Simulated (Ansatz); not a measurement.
**Ga9H24Sb9 (Ga9Sb9 wurtzite hole sphere): density, localisation and related maps**

Input

```
crystal:
  periodic: [false, false, false]
  atoms:
    - {symbol: Ga, position_ang: [0.000268, -5.137692, -1.562022]}
    - {symbol: Sb, position_ang: [-0.001183, -4.849881, 1.149023]}
    - {symbol: Sb, position_ang: [0.001019, -2.515792, -2.107538]}
    - {symbol: Ga, position_ang: [-2.226991, -1.286614, -1.371012]}
    - {symbol: Ga, position_ang: [0.001124, -2.488938, 2.385092]}
    - {symbol: Sb, position_ang: [-2.046448, -1.181322, 1.310496]}
    - {symbol: Sb, position_ang: [-2.174816, 1.256861, -2.110237]}
    - {symbol: Ga, position_ang: [-4.446997, 2.566471, -1.566880]}
    - {symbol: Ga, position_ang: [-2.153830, 1.246860, 2.382790]}
    - {symbol: Sb, position_ang: [-4.197477, 2.426260, 1.144492]}
    - {symbol: Ga, position_ang: [2.230061, -1.288777, -1.370457]}
    - {symbol: Sb, position_ang: [2.049679, -1.182578, 1.310993]}
    - {symbol: Sb, position_ang: [2.179886, 1.254686, -2.110276]}
    - {symbol: Ga, position_ang: [0.003143, 2.572954, -1.372685]}
    - {symbol: Ga, position_ang: [2.158871, 1.245529, 2.383578]}
    - {symbol: Sb, position_ang: [0.003024, 2.366015, 1.309125]}
    - {symbol: Ga, position_ang: [4.450201, 2.567114, -1.566942]}
    - {symbol: Sb, position_ang: [4.203686, 2.422449, 1.144454]}
    - {symbol: H, position_ang: [-1.387876, -5.768480, -1.905934]}
    - {symbol: H, position_ang: [1.388995, -5.768359, -1.903736]}
    - {symbol: H, position_ang: [-1.272109, -5.731799, 1.858637]}
    - {symbol: H, position_ang: [1.265376, -5.736780, 1.860374]}
    - {symbol: H, position_ang: [0.002030, -2.371605, -3.806195]}
    - {symbol: H, position_ang: [-3.536254, -2.042233, -1.781064]}
    - {symbol: H, position_ang: [0.000620, -2.559743, 3.946783]}
    - {symbol: H, position_ang: [-3.429590, -1.978444, 1.904536]}
    - {symbol: H, position_ang: [-2.048393, 1.182495, -3.808704]}
    - {symbol: H, position_ang: [-5.686079, 1.676996, -1.908117]}
    - {symbol: H, position_ang: [-4.300670, 4.084077, -1.910764]}
    - {symbol: H, position_ang: [-2.215632, 1.282843, 3.944351]}
    - {symbol: H, position_ang: [-5.598485, 1.772605, 1.856140]}
    - {symbol: H, position_ang: [-4.326909, 3.968675, 1.852167]}
    - {symbol: H, position_ang: [3.538695, -2.045448, -1.780919]}
    - {symbol: H, position_ang: [3.432107, -1.980704, 1.905186]}
    - {symbol: H, position_ang: [2.053903, 1.180651, -3.808712]}
    - {symbol: H, position_ang: [0.003917, 4.084133, -1.784457]}
    - {symbol: H, position_ang: [2.220657, 1.282312, 3.945285]}
    - {symbol: H, position_ang: [0.002831, 3.962907, 1.901828]}
    - {symbol: H, position_ang: [5.691571, 1.681838, -1.910849]}
    - {symbol: H, position_ang: [4.299336, 4.085026, -1.908068]}
    - {symbol: H, position_ang: [5.604067, 1.763047, 1.852277]}
    - {symbol: H, position_ang: [4.339370, 3.963087, 1.854859]}
basis:
  gaussian: {orbitals: def2-SVP, fitting: {mean_field: def2-universal-jkfit}, initial_orbitals: start.molden}
hamiltonian: {xc: pbe0, dispersion: d4}
scf: {omitted_lower_state_checks: [starts]}
output: {orbitals: {seedname: orbitals}}
```

Command:

```sh
ansatz run in.yaml --threads 4 --pin off --events-out ev --progress --plain --max-ram 66560MiB --backend cuda --devices 0, --max-vram 37GiB
```

Geometry: r2SCAN-D4/def2-SVP; core potentials replace the inner electrons of Sb.

Level of theory: Ansatz, RKS PBE0-D4/def2-SVP.

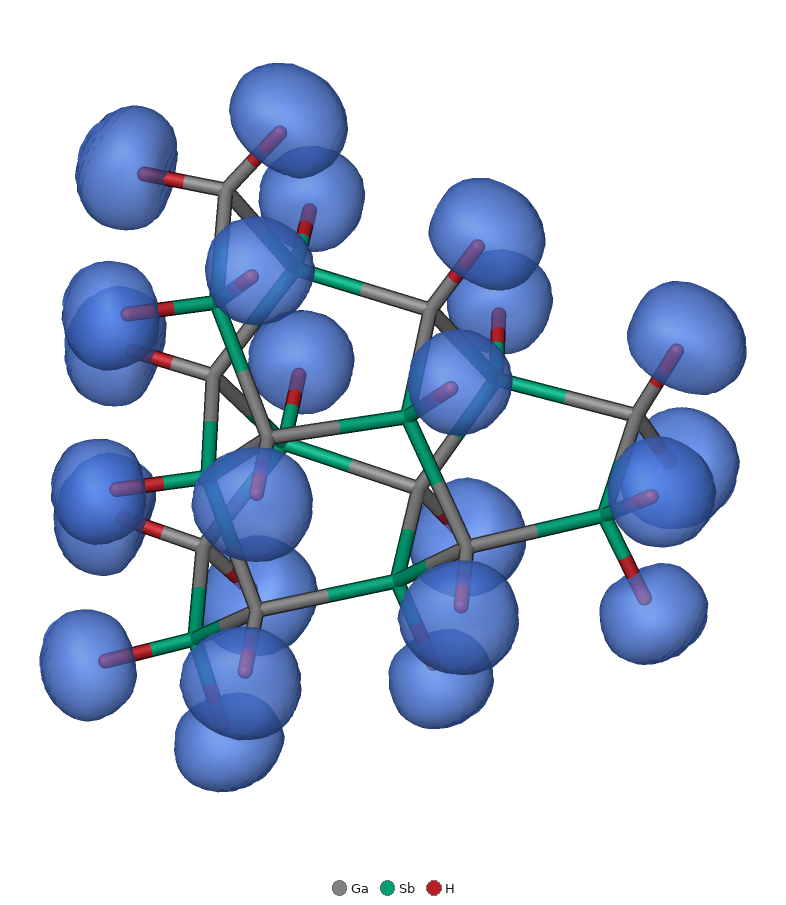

Figure 1. Isosurface of the electron localisation function at 0.9 (blue), seen at an oblique angle. Only the valence region is drawn (cores and ρ < 0.01 e/Å³ removed).

**What do the ELF domains correspond to?**

At this value the surface marks out 24 regions around hydrogen nuclei. Along the contacts the grid gives the following. Ga–Sb (2.65 Å): the ELF peaks at about 0.75 between the atoms: localised, covalent bonding. Ga–H (1.56 Å): the ELF climbs to about 1 towards the hydrogen.

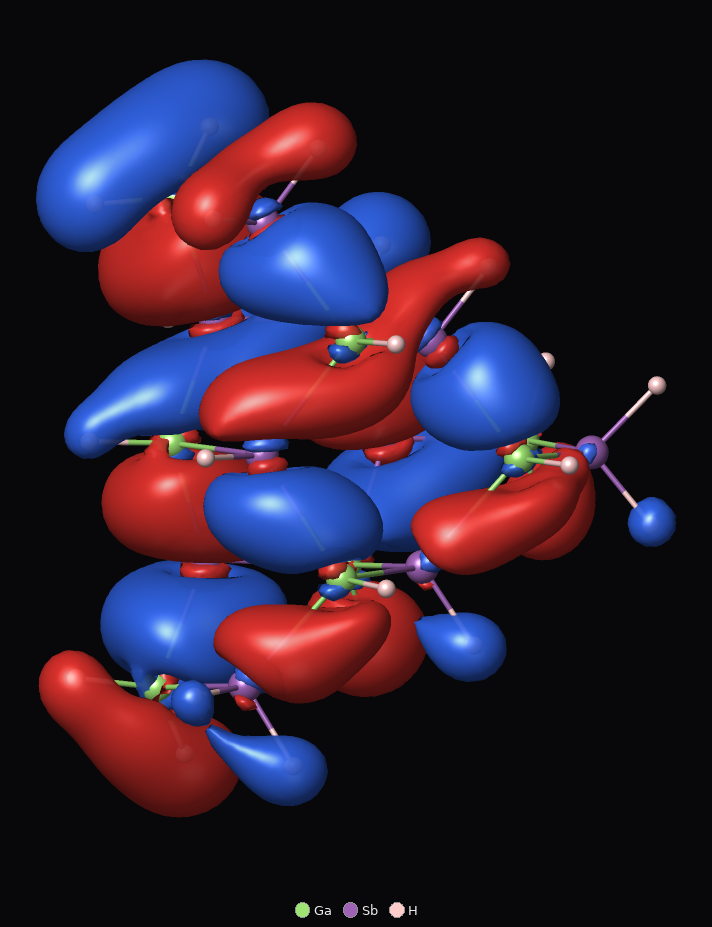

Figure 2. The HOMO at ±0.03 Å⁻³ᐟ² (blue and red are the two phases), seen at a tilt.

**Describe this orbital and give its energy.**

No atom holds more than about 20 % of it (Hirshfeld); by element the shares are Sb 55 %, Ga 35 % and H 15 %. It is one of a degenerate set, so its orientation is arbitrary. Its energy is −6.63 eV.

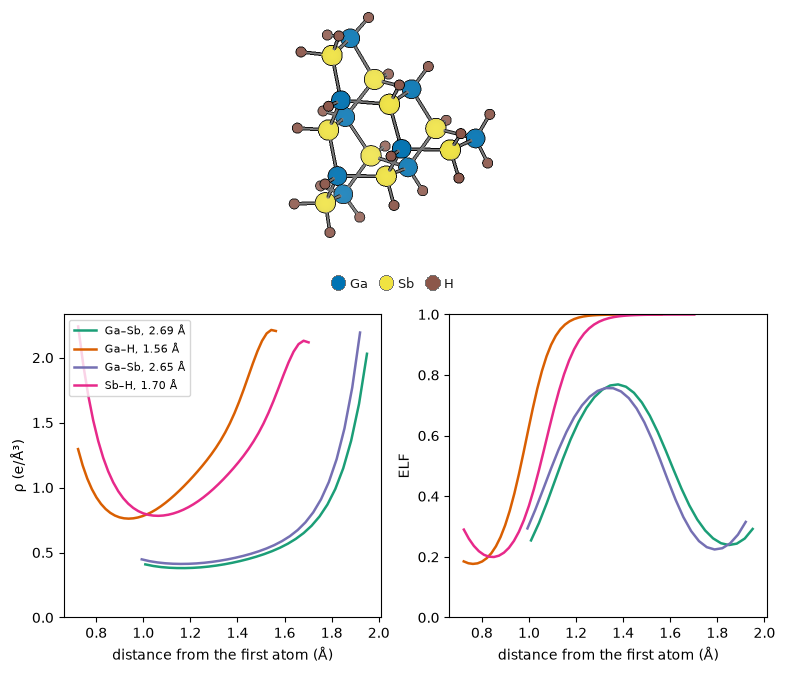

Figure 3. Electron density and ELF along straight lines between neighbouring atoms. The curves leave out the atomic cores. The structure is drawn too.

**What can be read from the curves?**

Ga–Sb (2.69 Å): ρ at the midpoint is about 0.41 e/Å³; the ELF peaks at about 0.75 between the atoms (localised, covalent bonding).
Ga–H (1.56 Å): ρ is about 0.99 e/Å³ halfway; the ELF climbs to about 1 towards the hydrogen.
Ga–Sb (2.65 Å): ρ at the midpoint is about 0.44 e/Å³; the ELF peaks at about 0.75 between the atoms: localised, covalent bonding.
Sb–H (1.70 Å): ρ at the midpoint is about 1.1 e/Å³; the ELF climbs to about 1 towards the hydrogen.
